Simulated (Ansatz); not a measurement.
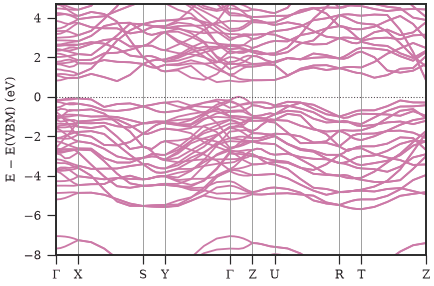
Fig. 1. Band structure from DFT-LDA in the program Ansatz with PAW potentials

The gap is 0.71 eV; an edge lies off the plotted path or next to a special point (maximum on the Γ–Z line, 40 % of the way from Γ, minimum off the standard path).

The material is Sb2Se3 in space group Pnma (No. 62; Pearson symbol oP20).

The cell was relaxed with LDA under the symmetry of its start; of distortions, only those at the zone centre were tested. A crystal of weakly bound chains computed without a dispersion correction: the cell and the soft elastic constants depend strongly on that. Spin–orbit coupling is left out wherever it is not named.

Potentials: the later of the program's two PAW sets.
